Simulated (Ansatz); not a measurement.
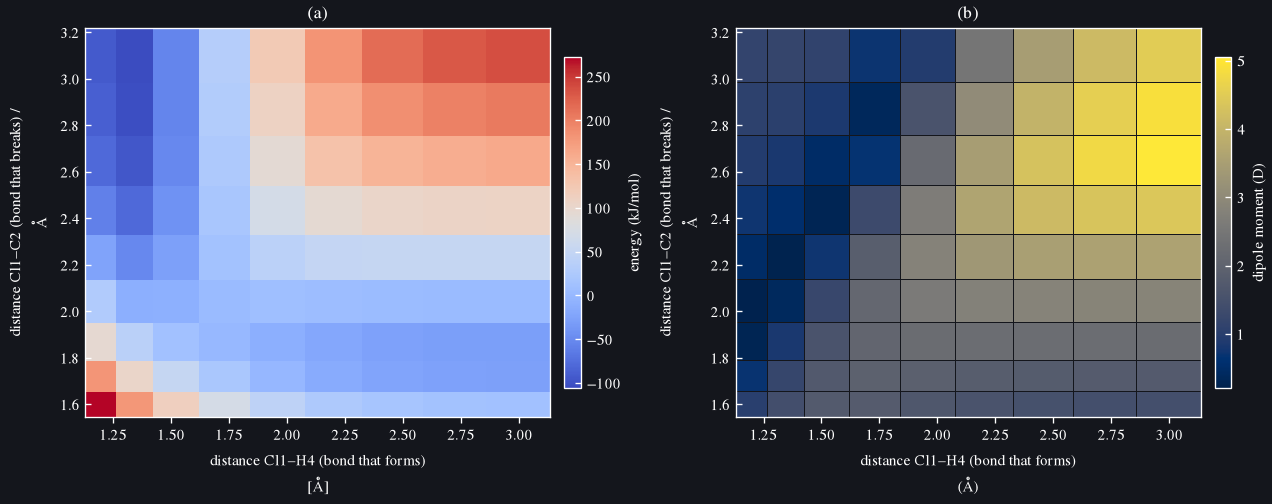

The reacting system C2H6Cl (fragments C₂H₅Cl + H where the first distance is long, ClH + C₂H₅ where the second is long), spin multiplicity 2. 
- The first coordinate is: distance Cl1–H4 (bond that forms); the second: distance Cl1–C2 (bond that breaks).
- Relaxed at each point: all other coordinates.
- The scan uses a 9 × 9 grid.
- Points are written as (first, second).
- Energies: kJ/mol, counted from a guessed transition structure relaxed with its forming and breaking bonds held.
- Theory: UKS PBE0-D4/def2-SVP in Ansatz 0.2.0.

Panel (a) is the energy and panel (b) the computed dipole moment on the same grid.

In the figure: one coloured cell a grid point.

How does the dipole moment vary over the map, and what is it at the lowest grid point?

Answer. Leaving out the highest fifth of the energies, it runs from 0.21 D at (1.197 Å, 2.042 Å) to 4.40 D at (2.997 Å, 2.436 Å). At the lowest grid point, (1.331 Å, 3.102 Å), it is 1.18 D. That point lies on the edge of the scan.
